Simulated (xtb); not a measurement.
Run report: C₄H₉NSi, energy and gradient calculation

C₄H₉NSi, multiplicity 3, SMILES C#C[SiH](N)CC, computed with GFN2-xTB (xtb 6.7.1).

The geometry is that of the parent species in another charge or spin state. The geometry comes from this level: GFN2-xTB.

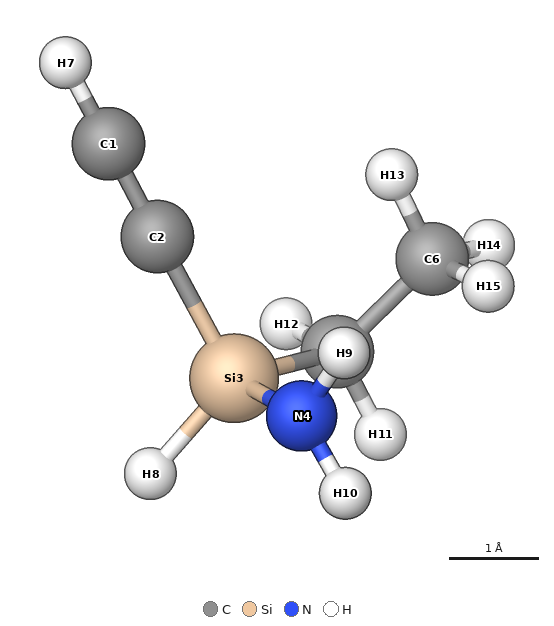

Figure 1. The input geometry (ball-and-stick view, seen at a tilt; atoms are numbered from 1 in the order of the input). Bond lengths as drawn: C–C 1.20 to 1.53 Å, C–H 1.05 to 1.09 Å, C–Si 1.85 to 1.91 Å, H–N 1.01 Å, H–Si 1.47 Å and N–Si 1.73 Å.

### Input (coord)
```
$coord
     -4.679736672285     -1.874759493719     -2.478848243978  c
     -2.455736893474     -1.569341957457     -2.137884959312  c
      0.957713199960     -0.988591324837     -1.602582239989  si
      1.963878977756     -3.495861049729      0.228448991206  n
      1.261089832008      2.292351172739     -0.108545868599  c
     -0.061302715483      2.499295080646      2.446118187499  c
     -6.624586107966     -2.164341125056     -2.780032793721  h
      2.406755192323     -1.112708536702     -3.962396635377  h
      0.883371374218     -4.069922051868      1.686939614192  h
      3.805757236906     -3.647058036960      0.680849425441  h
      3.255450092154      2.770792032971      0.131071404004  h
      0.477571586215      3.714710232222     -1.379689043589  h
     -2.065924188486      2.082005757806      2.254462163940  h
      0.131260376617      4.393991184980      3.228672672968  h
      0.744457606796      1.169457012225      3.793417325313  h
$end
```

Launch command:
```bash
xtb --grad --gfn 2 --uhf 2 -P 1 -- coord > run.log
```

### The program's output
```
* xtb version 6.7.1
   ID    Z sym.   atoms
    1    6 c      1, 2, 5, 6
    2   14 si     3
    3    7 n      4
    4    1 h      7-15

           -------------------------------------------------
          |                Calculation Setup                |
           -------------------------------------------------

          program call               : xtb --grad --gfn 2 --uhf 2 -P 1 -- coord
          coordinate file            : coord
          omp threads                :                     1

           -------------------------------------------------
          |                 G F N 2 - x T B                 |
           -------------------------------------------------

      * Hamiltonian:
        H0-scaling (s, p, d)           1.850000    2.230000    2.230000
        zeta-weighting                 0.500000
      * Dispersion:
        s8                             2.700000
        a1                             0.520000
        a2                             5.000000
        s9                             5.000000
      * Repulsion:
        kExp                           1.500000    1.000000
        rExp                           1.000000
      * Coulomb:
        alpha                          2.000000
        third order                    shell-resolved
        anisotropic                    true
        a3                             3.000000
        a5                             4.000000
        cn-shift                       1.200000
        cn-exp                         4.000000
        max-rad                        5.000000

          ...................................................
          :                      SETUP                      :
          :.................................................:
          :  # basis functions                  39          :
          :  # atomic orbitals                  38          :
          :  # shells                           22          :
          :  # electrons                        34          :
          :  max. iterations                   250          :
          :  Hamiltonian                  GFN2-xTB          :
          :  restarted?                      false          :
          :  GBSA solvation                  false          :
          :  PC potential                    false          :
          :  electronic temp.          300.0000000     K    :
          :  accuracy                    1.0000000          :
          :  -> integral cutoff          0.2500000E+02      :
          :  -> integral neglect         0.1000000E-07      :
          :  -> SCF convergence          0.1000000E-05 Eh   :
          :  -> wf. convergence          0.1000000E-03 e    :
          :  Broyden damping             0.4000000          :
          :  net charge                          0          :
          :  unpaired electrons                  2          :
          ...................................................

 iter      E             dE          RMSdq      gap      omega  full diag
   1    -17.6059664 -0.176060E+02  0.677E+00    0.18       0.0  T
   2    -17.5060628  0.999036E-01  0.754E+00    0.51       1.0  T
   3    -17.8029298 -0.296867E+00  0.508E+00    0.26       1.0  T
   4    -17.5477406  0.255189E+00  0.560E+00    0.39       1.0  T
   5    -17.6892292 -0.141489E+00  0.327E+00    0.29       1.0  T
   6    -17.6871692  0.206001E-02  0.269E+00    0.46       1.0  T
   7    -17.8286019 -0.141433E+00  0.129E+00    0.33       1.0  T
   8    -17.8518257 -0.232237E-01  0.733E-01    0.35       1.0  T
   9    -17.8504649  0.136074E-02  0.718E-01    0.34       1.0  T
  10    -17.8503872  0.777106E-04  0.545E-01    0.36       1.0  T
  11    -17.8564979 -0.611064E-02  0.267E-01    0.35       1.0  T
  12    -17.8574964 -0.998549E-03  0.143E-01    0.35       1.0  T
  13    -17.8569071  0.589301E-03  0.189E-01    0.35       1.0  T
  14    -17.8578549 -0.947782E-03  0.396E-02    0.35       1.0  T
  15    -17.8578331  0.217543E-04  0.412E-02    0.35       1.0  T
  16    -17.8578784 -0.452222E-04  0.102E-02    0.35       2.5  T
  17    -17.8578809 -0.252583E-05  0.268E-03    0.35       9.6  T
  18    -17.8578803  0.578304E-06  0.515E-03    0.35       5.0  T
  19    -17.8578808 -0.516441E-06  0.254E-03    0.35      10.2  T
  20    -17.8578809 -0.736754E-07  0.122E-03    0.35      21.1  T
  21    -17.8578809 -0.781657E-08  0.831E-04    0.35      31.1  T
  22    -17.8578809 -0.152321E-07  0.182E-04    0.35     141.6  T

   *** convergence criteria satisfied after 22 iterations ***

         #    Occupation            Energy/Eh            Energy/eV
      -------------------------------------------------------------
         1        2.0000           -0.7048921             -19.1811
       ...           ...                  ...                  ...
        12        2.0000           -0.4400913             -11.9755
        13        2.0000           -0.4104912             -11.1700
        14        2.0000           -0.3979261             -10.8281
        15        1.9972           -0.3849680             -10.4755
        16        1.8979           -0.3814400             -10.3795
        17        1.1049           -0.3773380             -10.2679
        18        0.9989           -0.1761196              -4.7925 (HOMO)
        19        0.0011           -0.1631929              -4.4407 (LUMO)
        20                         -0.1292167              -3.5162
        21                         -0.0878155              -2.3896
        22                         -0.0501650              -1.3651
        23                          0.0438323               1.1927
       ...                                ...                  ...
        38                          1.3996209              38.0856
      -------------------------------------------------------------
                  HL-Gap            0.0129267 Eh            0.3518 eV
             Fermi-level           -0.2745155 Eh           -7.4699 eV

 transition dipole moment (au) for excitation:          17          18
     X       Y       Z
   0.4042   0.2045  -0.0009  total (au/Debye):    0.453   1.151
 dE (eV)             :    5.475
 oscillator strength :  0.38927E-01

 SCC (total)                   0 d,  0 h,  0 min,  0.028 sec
 SCC setup                      ...        0 min,  0.000 sec (  0.341%)
 Dispersion                     ...        0 min,  0.000 sec (  0.284%)
 classical contributions        ...        0 min,  0.000 sec (  0.091%)
 integral evaluation            ...        0 min,  0.001 sec (  5.273%)
 iterations                     ...        0 min,  0.016 sec ( 57.387%)
 molecular gradient             ...        0 min,  0.007 sec ( 24.000%)
 printout                       ...        0 min,  0.004 sec ( 12.552%)

         :::::::::::::::::::::::::::::::::::::::::::::::::::::
         ::                     SUMMARY                     ::
         :::::::::::::::::::::::::::::::::::::::::::::::::::::
         :: total energy             -17.536678769223 Eh    ::
         :: gradient norm              0.200052689040 Eh/a0 ::
         :: HOMO-LUMO gap              0.351753328962 eV    ::
         ::.................................................::
         :: SCC energy               -17.857838891070 Eh    ::
         :: -> isotropic ES            0.022457676013 Eh    ::
         :: -> anisotropic ES          0.005621932116 Eh    ::
         :: -> anisotropic XC          0.008420999433 Eh    ::
         :: -> dispersion             -0.009401724316 Eh    ::
         :: repulsion energy           0.321160121848 Eh    ::
         :: add. restraining           0.000000000000 Eh    ::
         :: total charge               0.000000000000 e     ::
         :::::::::::::::::::::::::::::::::::::::::::::::::::::

           -------------------------------------------------
          |                Property Printout                |
           -------------------------------------------------

    * Orbital Energies and Occupations

         #    Occupation            Energy/Eh            Energy/eV
      -------------------------------------------------------------
         1        2.0000           -0.7048921             -19.1811
       ...           ...                  ...                  ...
         6        2.0000           -0.5123784             -13.9425
         7        2.0000           -0.5069324             -13.7943
         8        2.0000           -0.4920239             -13.3887
         9        2.0000           -0.4811465             -13.0927
        10        2.0000           -0.4681583             -12.7392
        11        2.0000           -0.4465727             -12.1519
        12        2.0000           -0.4400913             -11.9755
        13        2.0000           -0.4104912             -11.1700
        14        2.0000           -0.3979261             -10.8281
        15        1.9972           -0.3849680             -10.4755
        16        1.8979           -0.3814400             -10.3795
        17        1.1049           -0.3773380             -10.2679
        18        0.9989           -0.1761196              -4.7925 (HOMO)
        19        0.0011           -0.1631929              -4.4407 (LUMO)
        20                         -0.1292167              -3.5162
        21                         -0.0878155              -2.3896
        22                         -0.0501650              -1.3651
        23                          0.0438323               1.1927
        24                          0.0522650               1.4222
        25                          0.0693062               1.8859
        26                          0.1443258               3.9273
        27                          0.1517463               4.1292
        28                          0.1669986               4.5443
        29                          0.1758312               4.7846
       ...                                ...                  ...
        38                          1.3996209              38.0856
      -------------------------------------------------------------
                  HL-Gap            0.0129267 Eh            0.3518 eV
             Fermi-level           -0.2745155 Eh           -7.4699 eV

     #   Z          covCN         q      C6AA      α(0)
     1   6 c        1.910    -0.116    34.325     9.462
     2   6 c        1.861    -0.130    34.783     9.526
     3  14 si       3.505     0.383   103.407    19.667
     4   7 n        2.541    -0.378    29.800     8.107
     5   6 c        3.696    -0.094    22.473     6.781
     6   6 c        3.762    -0.100    22.460     6.756
     7   1 h        0.928     0.051     2.311     2.377
     8   1 h        0.917    -0.059     4.308     3.246
     9   1 h        0.861     0.157     1.355     1.823
    10   1 h        0.861     0.138     1.482     1.907
    11   1 h        0.924     0.011     2.870     2.649
    12   1 h        0.924     0.018     2.759     2.597
    13   1 h        0.925     0.046     2.368     2.407
    14   1 h        0.925     0.041     2.438     2.442
    15   1 h        0.925     0.030     2.582     2.513

 Mol. C6AA /au·bohr⁶  :       2561.181106
 Mol. C8AA /au·bohr⁸  :      74318.099990
 Mol. α(0) /au        :         82.260980

Wiberg/Mayer (AO) data.
largest (>0.10) Wiberg bond orders for each atom

 ---------------------------------------------------------------------------
     #   Z sym  total        # sym  WBO       # sym  WBO       # sym  WBO
 ---------------------------------------------------------------------------
     1   6 c    3.623 --     2 c    2.272     7 h    0.970     3 si   0.236
     2   6 c    3.747 --     1 c    2.272     3 si   1.217
     3  14 si   3.832 --     2 c    1.217     4 n    1.002     8 h    0.815
                             5 c    0.579     1 c    0.236
     4   7 n    3.237 --     3 si   1.002    10 h    0.968     9 h    0.962
     5   6 c    3.868 --     6 c    1.055    12 h    1.000    11 h    0.996
                             3 si   0.579
     6   6 c    3.993 --     5 c    1.055    15 h    0.990    13 h    0.988
                            14 h    0.960
     7   1 h    0.997 --     1 c    0.970
     8   1 h    0.979 --     3 si   0.815
     9   1 h    0.975 --     4 n    0.962
    10   1 h    0.980 --     4 n    0.968
    11   1 h    0.998 --     5 c    0.996
    12   1 h    0.999 --     5 c    1.000
    13   1 h    0.997 --     6 c    0.988
    14   1 h    0.993 --     6 c    0.960
    15   1 h    0.999 --     6 c    0.990
 ---------------------------------------------------------------------------

Topologies differ in total number of bonds
Writing topology from bond orders to xtbtopo.mol

molecular dipole:
                 x           y           z       tot (Debye)
 q only:        0.538       0.119       0.405
   full:        1.051       0.454       1.068       3.980
molecular quadrupole (traceless):
                xx          xy          yy          xz          yz          zz
 q only:       -0.247      -1.730      -0.096      -1.179      -1.780       0.343
  q+dip:        6.008      -1.170      -2.690       0.130      -4.184      -3.318
   full:        2.720      -1.789       0.422       0.116      -3.121      -3.142

           -------------------------------------------------
          | TOTAL ENERGY              -17.536678769223 Eh   |
          | GRADIENT NORM               0.200052689040 Eh/α |
          | HOMO-LUMO GAP               0.351753328962 eV   |
           -------------------------------------------------

------------------------------------------------------------------------
------------------------------------------------------------------------
 total:
 *  cpu-time:     0 d,  0 h,  0 min,  0.039 sec
 * ratio c/w:     0.956 speedup
 SCF:
 *  cpu-time:     0 d,  0 h,  0 min,  0.027 sec
 * ratio c/w:     0.937 speedup
```

### Standard error
```
normal termination of xtb
```

### Summary

| quantity | value |
| --- | --- |
| outcome | converged |
| electrons treated | 34 |
| total energy | −17.536679 hartree |
| dispersion energy | −0.009402 hartree |
| basis functions | 39 |
| largest force | 7.309 eV/Å |
| dipole moment | 3.98 D |
| hardware | 1 thread of Intel Xeon @ 2.50GHz (Skylake/Cascade Lake), 16 GiB of memory available, shared host |
| peak memory | 0.071 GiB |
